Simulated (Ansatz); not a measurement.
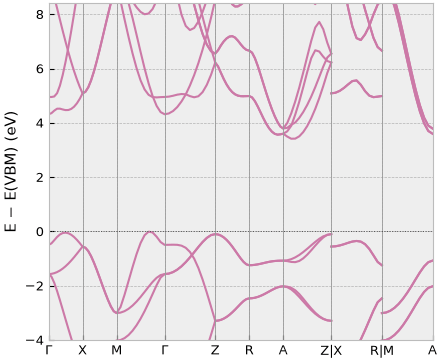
Band structure from plane-wave PAW LDA (Ansatz code)

The gap is 3.41 eV; an edge lies off the plotted path or next to a special point (maximum off the standard path, minimum on the A–Z line, 20 % of the way from A).

The material is MgH2 (rutile, P4_2/mnm).

The LDA relaxation kept the symmetry of its start; phonons on a q-mesh show no instability.

Potentials: the later of the program's two PAW sets.
